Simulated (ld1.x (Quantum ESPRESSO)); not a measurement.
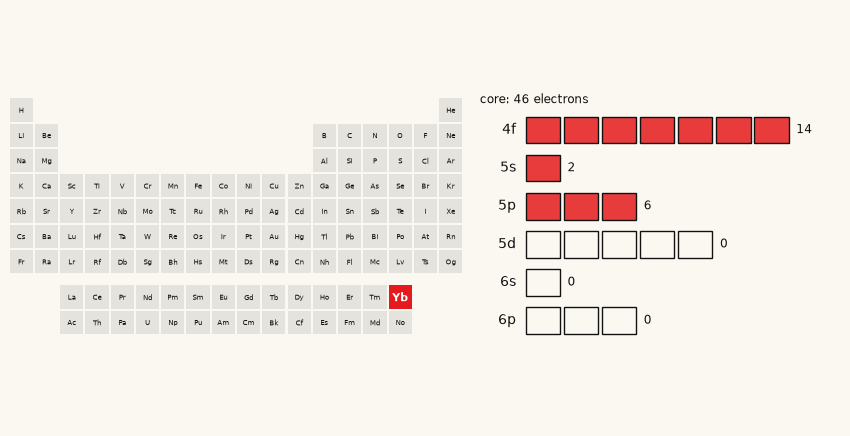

Left, the place of ytterbium in the periodic table; right, the valence shells of the reference configuration: a box for each of the 2l + 1 orbitals, shaded by the share of the shell that is filled, with the electron count at the right.

**Pseudopotential generation: Yb (part 1 of 2)**

Ytterbium (Yb, Z = 70), core [Kr] 4d10, reference valence 4f14 5s2 5p6 5d0 6s0 6p0 (an ion of charge +2), valence charge 24. Computed at this level: TM potential, PBE, fully relativistic, made with ld1.x (Quantum ESPRESSO) 7.5.

**Input**
```
 &input
   title='Yb', zed=70., rel=2, dft='PBE', iswitch=3,
   config='[Xe] 4f14 5d0 6s0 6p0', rel_dist='average',
   nld=7, rlderiv=3.30, eminld=-7.0, emaxld=5.0, deld=0.02
 /
 &inputp
   pseudotype=2, tm=.true., lloc=0,
   nlcc=.true., new_core_ps=.true., rcore=0.70,
   file_pseudopw='Yb.UPF', file_wfcaegen='ae.wfc', file_wfcncgen='nc.wfc', file_beta='beta', file_chi='chi'
 /
4
5P  2  1   6.00   0.00  2.96  2.96  0.0
5D  3  2   0.00   0.00  3.04  3.04  0.0
4F  4  3  14.00   0.00  1.38  1.38  0.0
5S  1  0   2.00   0.00  2.62  2.62  0.0
 &test
   configts(1)='4f14 5s2 5p6 5d0 6s0 6p0'
 /
```

**Input of the test run**
```
 &input
   title='Yb', zed=70., rel=2, dft='PBE', iswitch=2,
   config='[Xe] 4f14 5d0 6s0 6p0', rel_dist='average'
 /
 &test
   file_pseudo='Yb.UPF', nconf=8,
   configts(1)='4f14 5s2 5p6 5d0 6s0 6p0',
   configts(2)='4f14 5s2 5p6 5d0 6s2 6p0',
   configts(3)='4f14 5s2 5p6 5d0 6s1 6p0',
   configts(4)='4f13 5s2 5p6 5d0 6s0 6p0',
   configts(5)='4f14 5s2 5p6 5d0 6s0 6p2',
   configts(6)='4f14 5s2 5p6 5d1 6s1 6p0',
   configts(7)='4f14 5s2 5p5 5d0 6s2 6p0',
   configts(8)='4f14 5s2 5p6 5d0.5 6s1.5 6p0'
 /
```

Hardware: 1 CPU thread, shared host.

Launched with:
```bash
ld1.x < Yb.in > Yb.out
```

**Log**
```
     Program LD1 v.7.5
     --------------------------- All-electron run ----------------------------

     Yb
     dirac relativistic calculation

     atomic number is 70.00
     dft =PBE   lsd =0 sic =0 latt =0  beta=0.20 tr2=1.0E-14
     Exchange-correlation= PBE
                           (   1   4   3   4   0   0   0)
     mesh =1269 r(mesh) =  99.63413 a.u. xmin = -7.00 dx = 0.01250
     1 Ry =  13.60569312 eV, c = 137.03599908

     n l j   nl                  e(Ry)          e(Ha)          e(eV)
     Spin orbit split results
     1 0 0.5 1S 1( 2.00)     -4496.8987     -2248.4493    -61183.4233
     2 0 0.5 2S 1( 2.00)      -762.3023      -381.1512    -10371.6515
     2 1 0.5 2P 1( 2.00)      -727.0637      -363.5318     -9892.2054
     2 1 1.5 2P 1( 4.00)      -650.1010      -325.0505     -8845.0742
     3 0 0.5 3S 1( 2.00)      -172.6388       -86.3194     -2348.8705
     3 1 0.5 3P 1( 2.00)      -157.1084       -78.5542     -2137.5680
     3 1 1.5 3P 1( 4.00)      -140.7721       -70.3860     -1915.3017
     4 0 0.5 4S 1( 2.00)       -34.8224       -17.4112      -473.7833
     4 1 0.5 4P 1( 2.00)       -28.5412       -14.2706      -388.3231
     4 1 1.5 4P 1( 4.00)       -24.8449       -12.4225      -338.0326
     3 2 1.5 3D 1( 4.00)      -114.3794       -57.1897     -1556.2114
     3 2 2.5 3D 1( 6.00)      -110.8107       -55.4053     -1507.6558
     5 0 0.5 5S 1( 2.00)        -5.1152        -2.5576       -69.5956
     5 1 0.5 5P 1( 2.00)        -3.4197        -1.7099       -46.5276
     5 1 1.5 5P 1( 4.00)        -2.9691        -1.4846       -40.3969
     4 2 1.5 4D 1( 4.00)       -14.5261        -7.2631      -197.6382
     4 2 2.5 4D 1( 6.00)       -13.8535        -6.9268      -188.4866
     4 3 2.5 4F 1( 6.00)        -1.3488        -0.6744       -18.3512
     4 3 3.5 4F 1( 8.00)        -1.2518        -0.6259       -17.0317
     5 2 1.5 5D 1( 0.00)        -1.0000        -0.5000       -13.6054
     5 2 2.5 5D 1( 0.00)        -0.9724        -0.4862       -13.2298
     6 0 0.5 6S 1( 0.00)        -1.1211        -0.5606       -15.2535
     6 1 0.5 6P 1( 0.00)        -0.8065        -0.4033       -10.9730
     6 1 1.5 6P 1( 0.00)        -0.7536        -0.3768       -10.2533
     Averaged results
     1 0     1S 1( 2.00)     -4496.8987     -2248.4493    -61183.4233
     2 0     2S 1( 2.00)      -762.3023      -381.1512    -10371.6515
     2 1     2P 1( 6.00)      -675.7552      -337.8776     -9194.1180
     3 0     3S 1( 2.00)      -172.6388       -86.3194     -2348.8705
     3 1     3P 1( 6.00)      -146.2175       -73.1088     -1989.3905
     4 0     4S 1( 2.00)       -34.8224       -17.4112      -473.7833
     4 1     4P 1( 6.00)       -26.0770       -13.0385      -354.7961
     3 2     3D 1(10.00)      -112.2382       -56.1191     -1527.0780
     5 0     5S 1( 2.00)        -5.1152        -2.5576       -69.5956
     5 1     5P 1( 6.00)        -3.1193        -1.5597       -42.4405
     4 2     4D 1(10.00)       -14.1226        -7.0613      -192.1473
     4 3     4F 1(14.00)        -1.2934        -0.6467       -17.5972
     5 2     5D 1( 0.00)        -0.9834        -0.4917       -13.3800
     6 0     6S 1( 0.00)        -1.1211        -0.5606       -15.2535
     6 1     6P 1( 0.00)        -0.7712        -0.3856       -10.4932

     final scf error:  1.8E-15 reached in  31 iterations

     Etot =  -28150.549635 Ry,  -14075.274818 Ha, -383007.739578 eV

     Ekin =   31280.709997 Ry,   15640.354998 Ha,  425595.740884 eV
     Encl =  -69842.075179 Ry,  -34921.037589 Ha, -950249.841958 eV
     Eh   =   10999.517155 Ry,    5499.758577 Ha,  149656.054905 eV
     Exc  =    -588.701607 Ry,    -294.350804 Ha,   -8009.693409 eV

     normalization and overlap integrals

     s(1S/1S) =  1.000000  <r> =   0.0197  <r2> =    0.0005  r(max) =   0.0123
     s(2S/2S) =  1.000000  <r> =   0.0827  <r2> =    0.0081  r(max) =   0.0708
     s(2P/2P) =  1.000000  <r> =   0.0687  <r2> =    0.0059  r(max) =   0.0531
     s(2P/2P) =  1.000000  <r> =   0.0762  <r2> =    0.0071  r(max) =   0.0594
     s(3S/3S) =  1.000000  <r> =   0.2162  <r2> =    0.0536  r(max) =   0.1997
     s(3P/3P) =  1.000000  <r> =   0.2061  <r2> =    0.0494  r(max) =   0.1876
     s(3P/3P) =  1.000000  <r> =   0.2201  <r2> =    0.0562  r(max) =   0.1997
     s(4S/4S) =  1.000000  <r> =   0.4878  <r2> =    0.2690  r(max) =   0.4557
     s(4P/4P) =  1.000000  <r> =   0.4957  <r2> =    0.2800  r(max) =   0.4557
     s(4P/4P) =  1.000000  <r> =   0.5281  <r2> =    0.3176  r(max) =   0.4851
     s(3D/3D) =  1.000000  <r> =   0.1935  <r2> =    0.0440  r(max) =   0.1575
     s(3D/3D) =  1.000000  <r> =   0.1978  <r2> =    0.0459  r(max) =   0.1615
     s(5S/5S) =  1.000000  <r> =   1.2083  <r2> =    1.6459  r(max) =   1.0661
     s(5P/5P) =  1.000000  <r> =   1.3625  <r2> =    2.1144  r(max) =   1.1636
     s(5P/5P) =  1.000000  <r> =   1.4759  <r2> =    2.4825  r(max) =   1.2542
     s(4D/4D) =  1.000000  <r> =   0.5536  <r2> =    0.3562  r(max) =   0.4851
     s(4D/4D) =  1.000000  <r> =   0.5651  <r2> =    0.3711  r(max) =   0.4973
     s(4F/4F) =  1.000000  <r> =   0.7696  <r2> =    0.8086  r(max) =   0.4790
     s(4F/4F) =  1.000000  <r> =   0.7902  <r2> =    0.8611  r(max) =   0.4851
     s(5D/5D) =  1.000000  <r> =   2.3878  <r2> =    6.7474  r(max) =   1.8249
     s(5D/5D) =  1.000000  <r> =   2.4529  <r2> =    7.1103  r(max) =   1.8711
     s(6S/6S) =  1.000000  <r> =   3.2294  <r2> =   11.6640  r(max) =   2.8980
     s(6P/6P) =  1.000000  <r> =   3.8669  <r2> =   16.7709  r(max) =   3.4522
     s(6P/6P) =  1.000000  <r> =   4.0942  <r2> =   18.7960  r(max) =   3.6748

     ------------------------ End of All-electron run ------------------------

     --------------------- Generating NC pseudopotential ---------------------

      Generating local pot.: lloc=0, matching radius rcloc =   2.6200

      Computing core charge for nlcc:

       r > 0.71 : true rho core
      Core charge pseudized with two Bessel functions
      Integrated core pseudo-charge :  26.75

     Fully relativistic calculation: |psi|^2

     Wfc 5P LC norm =  0.99974853 SC norm =  0.00025146 missing  0.00000001

     Wfc 5P LC norm =  0.99978523 SC norm =  0.00021470 missing  0.00000007

     Wfc 5D LC norm =  0.99992133 SC norm =  0.00007862 missing  0.00000005

     Wfc 5D LC norm =  0.99992590 SC norm =  0.00007174 missing  0.00000236

     Wfc 4F LC norm =  0.99929084 SC norm =  0.00070916 missing  0.00000000

     Wfc 4F LC norm =  0.99931197 SC norm =  0.00068797 missing  0.00000005

      Wfc   5P  rcut= 2.934  Using Troullier-Martins method

      Wfc   5P  rcut= 2.934  Using Troullier-Martins method

      Wfc   5D  rcut= 3.009  Using Troullier-Martins method

      Wfc   5D  rcut= 3.009  Using Troullier-Martins method

      Wfc   4F  rcut= 1.386  Using Troullier-Martins method

      Wfc   4F  rcut= 1.386  Using Troullier-Martins method

     ------------------- End of pseudopotential generation -------------------

     --------------------------- All-electron run ----------------------------

     Yb
     dirac relativistic calculation

     atomic number is 70.00
     dft =PBE   lsd =0 sic =0 latt =0  beta=0.20 tr2=1.0E-14
     Exchange-correlation= PBE
                           (   1   4   3   4   0   0   0)
     mesh =1269 r(mesh) =  99.63413 a.u. xmin = -7.00 dx = 0.01250
     1 Ry =  13.60569312 eV, c = 137.03599908

     n l j   nl                  e(Ry)          e(Ha)          e(eV)
     Spin orbit split results
     1 0 0.5 1S 1( 2.00)     -4496.8987     -2248.4493    -61183.4233
     2 0 0.5 2S 1( 2.00)      -762.3023      -381.1512    -10371.6515
     2 1 0.5 2P 1( 2.00)      -727.0637      -363.5318     -9892.2054
     2 1 1.5 2P 1( 4.00)      -650.1010      -325.0505     -8845.0742
     3 0 0.5 3S 1( 2.00)      -172.6388       -86.3194     -2348.8705
     3 1 0.5 3P 1( 2.00)      -157.1084       -78.5542     -2137.5680
     3 1 1.5 3P 1( 4.00)      -140.7721       -70.3860     -1915.3017
     4 0 0.5 4S 1( 2.00)       -34.8224       -17.4112      -473.7833
     4 1 0.5 4P 1( 2.00)       -28.5412       -14.2706      -388.3231
     4 1 1.5 4P 1( 4.00)       -24.8449       -12.4225      -338.0326
     3 2 1.5 3D 1( 4.00)      -114.3794       -57.1897     -1556.2114
     3 2 2.5 3D 1( 6.00)      -110.8107       -55.4053     -1507.6558
     5 0 0.5 5S 1( 2.00)        -5.1152        -2.5576       -69.5956
     5 1 0.5 5P 1( 2.00)        -3.4197        -1.7099       -46.5276
     5 1 1.5 5P 1( 4.00)        -2.9691        -1.4846       -40.3969
     4 2 1.5 4D 1( 4.00)       -14.5261        -7.2631      -197.6382
     4 2 2.5 4D 1( 6.00)       -13.8535        -6.9268      -188.4866
     4 3 2.5 4F 1( 6.00)        -1.3488        -0.6744       -18.3512
     4 3 3.5 4F 1( 8.00)        -1.2518        -0.6259       -17.0317
     5 2 1.5 5D 1( 0.00)        -1.0000        -0.5000       -13.6054
     5 2 2.5 5D 1( 0.00)        -0.9724        -0.4862       -13.2298
     6 0 0.5 6S 1( 0.00)        -1.1211        -0.5606       -15.2535
     6 1 0.5 6P 1( 0.00)        -0.8065        -0.4033       -10.9730
     6 1 1.5 6P 1( 0.00)        -0.7536        -0.3768       -10.2533
     Averaged results
     1 0     1S 1( 2.00)     -4496.8987     -2248.4493    -61183.4233
     2 0     2S 1( 2.00)      -762.3023      -381.1512    -10371.6515
     2 1     2P 1( 6.00)      -675.7552      -337.8776     -9194.1180
     3 0     3S 1( 2.00)      -172.6388       -86.3194     -2348.8705
     3 1     3P 1( 6.00)      -146.2175       -73.1088     -1989.3905
     4 0     4S 1( 2.00)       -34.8224       -17.4112      -473.7833
     4 1     4P 1( 6.00)       -26.0770       -13.0385      -354.7961
     3 2     3D 1(10.00)      -112.2382       -56.1191     -1527.0780
     5 0     5S 1( 2.00)        -5.1152        -2.5576       -69.5956
     5 1     5P 1( 6.00)        -3.1193        -1.5597       -42.4405
     4 2     4D 1(10.00)       -14.1226        -7.0613      -192.1473
     4 3     4F 1(14.00)        -1.2934        -0.6467       -17.5972
     5 2     5D 1( 0.00)        -0.9834        -0.4917       -13.3800
     6 0     6S 1( 0.00)        -1.1211        -0.5606       -15.2535
     6 1     6P 1( 0.00)        -0.7712        -0.3856       -10.4932

     final scf error:  1.8E-15 reached in  31 iterations

     Etot =  -28150.549635 Ry,  -14075.274818 Ha, -383007.739578 eV

     Ekin =   31280.709997 Ry,   15640.354998 Ha,  425595.740884 eV
     Encl =  -69842.075179 Ry,  -34921.037589 Ha, -950249.841958 eV
     Eh   =   10999.517155 Ry,    5499.758577 Ha,  149656.054905 eV
     Exc  =    -588.701607 Ry,    -294.350804 Ha,   -8009.693409 eV

     normalization and overlap integrals

     s(1S/1S) =  1.000000  <r> =   0.0197  <r2> =    0.0005  r(max) =   0.0123
     s(2S/2S) =  1.000000  <r> =   0.0827  <r2> =    0.0081  r(max) =   0.0708
     s(2P/2P) =  1.000000  <r> =   0.0687  <r2> =    0.0059  r(max) =   0.0531
     s(2P/2P) =  1.000000  <r> =   0.0762  <r2> =    0.0071  r(max) =   0.0594
     s(3S/3S) =  1.000000  <r> =   0.2162  <r2> =    0.0536  r(max) =   0.1997
     s(3P/3P) =  1.000000  <r> =   0.2061  <r2> =    0.0494  r(max) =   0.1876
     s(3P/3P) =  1.000000  <r> =   0.2201  <r2> =    0.0562  r(max) =   0.1997
     s(4S/4S) =  1.000000  <r> =   0.4878  <r2> =    0.2690  r(max) =   0.4557
     s(4P/4P) =  1.000000  <r> =   0.4957  <r2> =    0.2800  r(max) =   0.4557
     s(4P/4P) =  1.000000  <r> =   0.5281  <r2> =    0.3176  r(max) =   0.4851
     s(3D/3D) =  1.000000  <r> =   0.1935  <r2> =    0.0440  r(max) =   0.1575
     s(3D/3D) =  1.000000  <r> =   0.1978  <r2> =    0.0459  r(max) =   0.1615
     s(5S/5S) =  1.000000  <r> =   1.2083  <r2> =    1.6459  r(max) =   1.0661
     s(5P/5P) =  1.000000  <r> =   1.3625  <r2> =    2.1144  r(max) =   1.1636
     s(5P/5P) =  1.000000  <r> =   1.4759  <r2> =    2.4825  r(max) =   1.2542
     s(4D/4D) =  1.000000  <r> =   0.5536  <r2> =    0.3562  r(max) =   0.4851
     s(4D/4D) =  1.000000  <r> =   0.5651  <r2> =    0.3711  r(max) =   0.4973
     s(4F/4F) =  1.000000  <r> =   0.7696  <r2> =    0.8086  r(max) =   0.4790
     s(4F/4F) =  1.000000  <r> =   0.7902  <r2> =    0.8611  r(max) =   0.4851
     s(5D/5D) =  1.000000  <r> =   2.3878  <r2> =    6.7474  r(max) =   1.8249
     s(5D/5D) =  1.000000  <r> =   2.4529  <r2> =    7.1103  r(max) =   1.8711
     s(6S/6S) =  1.000000  <r> =   3.2294  <r2> =   11.6640  r(max) =   2.8980
     s(6P/6P) =  1.000000  <r> =   3.8669  <r2> =   16.7709  r(max) =   3.4522
     s(6P/6P) =  1.000000  <r> =   4.0942  <r2> =   18.7960  r(max) =   3.6748

     ------------------------ End of All-electron run ------------------------

     Computing logarithmic derivative in   3.30446

       Warning: n=4, l=3 expected 0 nodes, found 1
       Setting wfc to zero for this iteration
       (This warning will only be printed once per wavefunction)

       Warning: n=2, l=1 expected 0 nodes, found 1
       Setting wfc to zero for this iteration
       (This warning will only be printed once per wavefunction)

     Computing logarithmic derivative in   3.30446
     Computing the partial wave expansion
       no projector for channel:   0
     R is outside the sphere for l=    1 j= 0.50
     R is outside the sphere for l=    1 j= 1.50
     R is outside the sphere for l=    2 j= 1.50
     R is outside the sphere for l=    2 j= 2.50
     R is outside the sphere for l=    3 j= 2.50
     R is outside the sphere for l=    3 j= 3.50

     ---------------------- Testing the pseudopotential ----------------------

     Yb
     dirac relativistic calculation

     atomic number is 70.00   valence charge is 24.00
     dft =PBE   lsd =0 sic =0 latt =0  beta=0.20 tr2=1.0E-14
     mesh =1269 r(mesh) =  99.63413 xmin = -7.00 dx = 0.01250

     n l  j  nl             e AE (Ry)       e PS (Ry)    De AE-PS (Ry)
     4 3 2.5 4F   1( 6.00)       -1.34879       -1.34878       -0.00001
     4 3 3.5 4F   1( 8.00)       -1.25181       -1.25181        0.00001
     1 0 0.5 5S   1( 2.00)       -5.11519       -5.11519       -0.00000
     2 1 0.5 5P   1( 2.00)       -3.41971       -3.41971       -0.00000
     2 1 1.5 5P   1( 4.00)       -2.96912       -2.96912       -0.00000
     3 2 1.5 5D   1( 0.00)       -0.99998       -0.99998       -0.00000
     3 2 2.5 5D   1( 0.00)       -0.97237       -0.97237        0.00000
     2 0 0.5 6S   1( 0.00)       -1.12111       -1.44745        0.32634  !
     3 1 0.5 6P   1( 0.00)       -0.80650       -0.89973        0.09323  !
     3 1 1.5 6P   1( 0.00)       -0.75361       -0.74811       -0.00549  !

     eps = 3.4E-15  iter = 16

     Etot =  -28150.549635 Ry,  -14075.274818 Ha, -383007.739578 eV
     Etotps =  -586.477015 Ry,    -293.238507 Ha,   -7979.426285 eV

     Ekin =     472.791280 Ry,     236.395640 Ha,    6432.653065 eV
     Encl =    -948.853114 Ry,    -474.426557 Ha,  -12909.804288 eV
     Ehrt =     434.143920 Ry,     217.071960 Ha,    5906.828944 eV
     Ecxc =    -173.856673 Ry,     -86.928337 Ha,   -2365.440546 eV
     (Ecc =    -113.060139 Ry,     -56.530069 Ha,   -1538.261549 eV)
     Epseu=    -370.702427 Ry,    -185.351213 Ha,   -5043.663459 eV

     ---------------------- End of pseudopotential test ----------------------
```

**Output of the test run (extracts)**
```
     ---------------------- Testing the pseudopotential ----------------------

     Yb
     dirac relativistic calculation

     atomic number is 70.00   valence charge is 24.00
     dft =PBE   lsd =0 sic =0 latt =0  beta=0.20 tr2=1.0E-14
     mesh =1269 r(mesh) =  99.63413 xmin = -7.00 dx = 0.01250

     n l  j  nl             e AE (Ry)       e PS (Ry)    De AE-PS (Ry)
     4 3 2.5 4F   1( 6.00)       -1.34879       -1.34878       -0.00001
     4 3 3.5 4F   1( 8.00)       -1.25181       -1.25181        0.00001
     1 0 0.5 5S   1( 2.00)       -5.11519       -5.11519       -0.00000
     2 1 0.5 5P   1( 2.00)       -3.41971       -3.41971       -0.00000
     2 1 1.5 5P   1( 4.00)       -2.96912       -2.96912       -0.00000
     3 2 1.5 5D   1( 0.00)       -0.99998       -0.99998       -0.00000
     3 2 2.5 5D   1( 0.00)       -0.97237       -0.97237        0.00000
     2 0 0.5 6S   1( 0.00)       -1.12111       -1.44745        0.32634  !
     3 1 0.5 6P   1( 0.00)       -0.80650       -0.89973        0.09323  !
     3 1 1.5 6P   1( 0.00)       -0.75361       -0.74811       -0.00549  !

     eps = 7.5E-15  iter = 14

     Etot =  -28150.549635 Ry,  -14075.274817 Ha, -383007.739576 eV
     Etotps =  -586.477013 Ry,    -293.238506 Ha,   -7979.426260 eV

     Ekin =     472.791282 Ry,     236.395641 Ha,    6432.653100 eV
     Encl =    -948.853114 Ry,    -474.426557 Ha,  -12909.804282 eV
     Ehrt =     434.143919 Ry,     217.071960 Ha,    5906.828940 eV
     Ecxc =    -173.856673 Ry,     -86.928337 Ha,   -2365.440546 eV
     (Ecc =    -113.060139 Ry,     -56.530069 Ha,   -1538.261549 eV)
     Epseu=    -370.702428 Ry,    -185.351214 Ha,   -5043.663472 eV

     ---------------------- End of pseudopotential test ----------------------

     ---------------------- Testing the pseudopotential ----------------------

     Yb
     dirac relativistic calculation

     atomic number is 70.00   valence charge is 24.00
     dft =PBE   lsd =0 sic =0 latt =0  beta=0.20 tr2=1.0E-14
     mesh =1269 r(mesh) =  99.63413 xmin = -7.00 dx = 0.01250

     n l  j  nl             e AE (Ry)       e PS (Ry)    De AE-PS (Ry)
     4 3 2.5 4F   1( 6.00)       -0.27626       -0.27626        0.00000
     4 3 3.5 4F   1( 8.00)       -0.17953       -0.17953        0.00000
     1 0 0.5 5S   1( 2.00)       -4.02936       -1.27665       -2.75272  !
     2 1 0.5 5P   1( 2.00)       -2.33656       -2.45765        0.12109  !
     2 1 1.5 5P   1( 4.00)       -1.88949       -0.59687       -1.29262  !
     3 2 1.5 5D   1( 0.00)       -0.05780       -0.05780        0.00000
     3 2 2.5 5D   1( 0.00)       -0.04463       -0.04463        0.00000
     2 0 0.5 6S   1( 2.00)       -0.28834       -0.48730        0.19896  !
     3 1 0.5 6P   1( 0.00)       -0.09463       -0.09463        0.00000
     3 1 1.5 6P   1( 0.00)       -0.07641       -0.07641        0.00000

     eps = 8.8E-15  iter =  9

     Etot =  -28151.930386 Ry,  -14075.965193 Ha, -383026.525651 eV
     Etotps =  -126.984666 Ry,     -63.492333 Ha,   -1727.714391 eV
     dEtot_ae =      -1.380751 Ry
     dEtot_ps =     459.492347 Ry,   Delta E=    -460.873098 Ry

     Ekin =     -13.924527 Ry,      -6.962264 Ha,    -189.452842 eV
     Encl =       0.000000 Ry,       0.000000 Ha,       0.000000 eV
     Ehrt =       0.000000 Ry,       0.000000 Ha,       0.000000 eV
     Ecxc =    -113.060139 Ry,     -56.530069 Ha,   -1538.261549 eV
     (Ecc =    -113.060139 Ry,     -56.530069 Ha,   -1538.261549 eV)

     ---------------------- End of pseudopotential test ----------------------
```

(Continued in part 2.) Outcome of the run: generated; ld1.x warns of wrong node counts.
